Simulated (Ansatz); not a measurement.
# Calculations on CH₄FNSi

### Relaxation

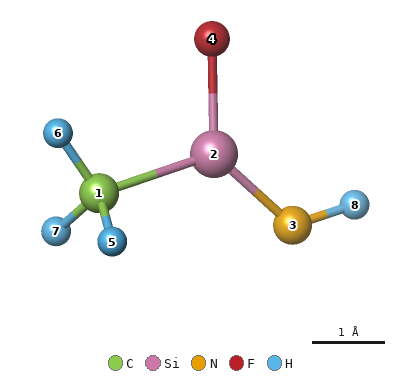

Starting structure of CH4FNSi. The picture is a ball-and-stick view, seen at a tilt.

The run prepares an end point of a later path (torsion) calculation, from a guessed geometry.

Theory: RKS B3LYP/def2-SVP in Ansatz 0.2.0.

Input
```yaml
crystal:
  periodic: [false, false, false]
  atoms:
    - { symbol: C, position_ang: [-0.27334, 1.09639, -0.41257] }
    - { symbol: Si, position_ang: [0.03161, -0.68975, 0.06425] }
    - { symbol: "N", position_ang: [0.92533, -1.15021, 1.31655] }
    - { symbol: F, position_ang: [-0.78345, -1.55564, -1.03926] }
    - { symbol: H, position_ang: [0.66797, 1.61137, -0.58036] }
    - { symbol: H, position_ang: [-0.87525, 1.17545, -1.31629] }
    - { symbol: H, position_ang: [-0.786, 1.62216, 0.38778] }
    - { symbol: H, position_ang: [1.09314, -2.10977, 1.57989] }
basis:
  gaussian: { orbitals: def2-SVP }
hamiltonian:
  xc: b3lyp
relax:
  f_tol: 0.015
  max_steps: 40
```

Run as
```bash
ansatz run input.yaml --threads 1 --pin off --max-ram 2048MiB --backend cpu --events-out ev --progress --plain --runs-dir out
```

> Where does the relaxation end?

F4 moves most after the best rigid fit: 0.69 Å. By element the largest moves are F 0.69 Å, H 0.68 Å, N 0.33 Å, Si 0.10 Å, C 0.03 Å. Among the contacts that change: C1–Si2 1.874 → 1.852 Å, Si2–N3 1.606 → 1.587 Å, C1–H5 1.086 → 1.098 Å, N3–H8 1.009 → 1.017 Å. Among the angles between lasting bonds that change: C1–Si2–F4 104.7° → 107.6°, H5–C1–H7 107.1° → 109.3°, N3–Si2–F4 131.1° → 128.9°. Groups turn about C1–Si2 by about 55°. The energy falls by 6.29 kJ/mol in 16 accepted moves (19 points after the start). Largest force component: 0.8 eV/Å at the start, 0.01 eV/Å at the end. The line search rejected the trial steps at points 9, 12, 16 of the run.

Step by step:

| step | E − E(0), kJ/mol | largest force component, eV/Å | note |
| --- | --- | --- | --- |
| 0 | 0.00 | 0.7962 |  |
| 1 | -2.88 | 0.3293 |  |
| 2 | -3.37 | 0.1243 |  |
| 3 | -3.44 | 0.0771 |  |
| 4 | -3.52 | 0.0660 |  |
| 5 | -3.60 | 0.1106 |  |
| 6 | -3.70 | 0.1369 |  |
| 7 | -3.89 | 0.1934 |  |
| 8 | -4.21 | 0.2017 |  |
| 9 | -3.91 | 0.4850 | rejected |
| 10 | -5.00 | 0.0606 |  |
| 11 | -5.54 | 0.1245 |  |
| 12 | -5.42 | 0.3196 | rejected |
| 13 | -5.92 | 0.0222 |  |
| 14 | -6.09 | 0.1123 |  |
| 15 | -6.13 | 0.1136 |  |
| 16 | -6.11 | 0.1212 | rejected |
| 17 | -6.17 | 0.0782 |  |
| 18 | -6.28 | 0.0288 |  |
| 19 | -6.29 | 0.0103 |  |

The structure at the end:

```xyz
8

C    -0.2415    1.0972   -0.4194
Si   -0.0412   -0.6637    0.1198
N     1.1350   -1.1637    1.0612
F    -1.2580   -1.5206   -0.5397
H     0.5722    1.7089   -0.0066
H    -0.2303    1.1668   -1.5187
H    -1.2088    1.4955   -0.0739
H     1.2726   -2.1204    1.3772
```

After the run, drawn alike:

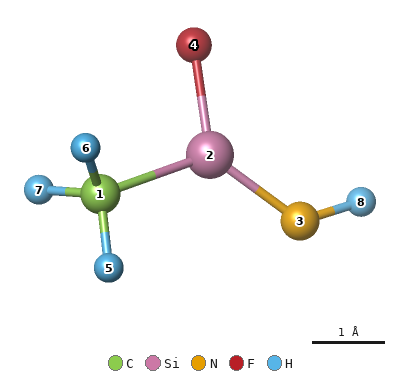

### Relaxation

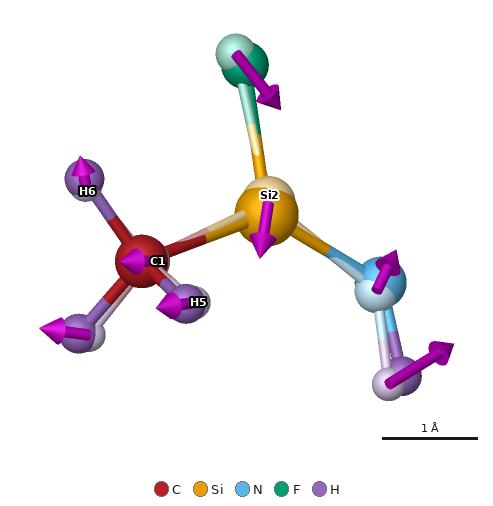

This is a relaxation of CH₄FNSi. The starting structure is drawn faded, the final one solid; purple arrows show the displacements, magnified 5 times. The two geometries are superimposed by the best rigid fit.

A ball-and-stick model, seen from a free direction.

The run prepares an end point of a later path (torsion) calculation, from a guessed geometry.

All numbers below come from RKS B3LYP/def2-SVP (Ansatz). (no spin polarisation; force threshold 0.015 eV/Å; at most 40 steps)

Q: Describe the change and its energy.

A: An H atom moves most after the best rigid fit: 0.20 Å. Largest moves by element: H 0.20 Å, F 0.16 Å, Si 0.13 Å, N 0.11 Å, C 0.08 Å. Near-neighbour distances that change, for instance: C–H 1.086 → 1.102 Å, N–Si 1.606 → 1.591 Å, H–N 1.009 → 1.017 Å. Bond angles that change, for instance: N–Si–F 131.1° → 117.0°, C–Si–N 124.2° → 136.5°. After 4 geometry steps the energy has fallen by 0.223 eV. Largest force component: 1.3 eV/Å at the start, 0.011 eV/Å at the end.

### Path

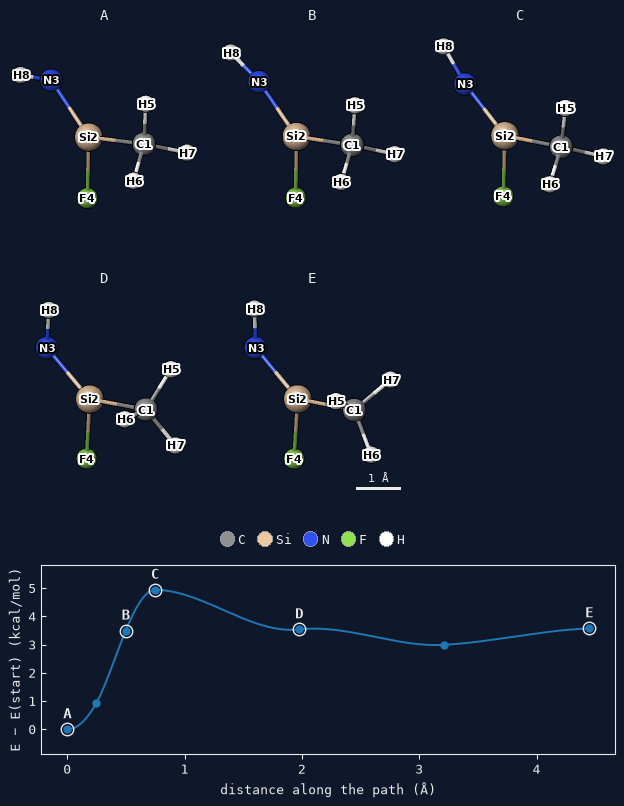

A search for the minimum-energy path of CH$_{4}$FNSi by the nudged elastic band. Images are numbered from 0 (start) to 6 (end). Frames A to E are images 0, 2, 3, 4, 6. Style: ball-and-stick. Shown from a free direction.

The calculation used RKS B3LYP/def2-SVP in Ansatz. Run with 5 movable images; climbing image; force threshold 0.05 eV/Å; iteration limit 55; starting path through a guess of the saddle point.

Describe the mechanism and the energy profile.

Relative to the start the highest point is image 3 at +4.94 kcal/mol and the end lies at +3.58 kcal/mol, but the profile dips to +3.00 kcal/mol at image 5 on the way, so there is an intermediate minimum on the way. The motion is an in-plane inversion: the angle Si2–N3–H8 opens from 126° to 167° on the way and closes on the other side (123° at the end). No bond forms or breaks between the ends. Bond angles that change up to the highest image, for instance: Si2–N3–H8 125.5° → 167.3°, C1–Si2–N3 123.5° → 133.2°. The band converged in 21 iterations. The largest component of the band force went from 9 to 0.038 eV/Å. The climbing image converged on the top of the path. Its vibrational analysis gives one imaginary mode (416i cm⁻¹), as a transition state must have.

The run took roughly 5 core-minutes on a shared host.
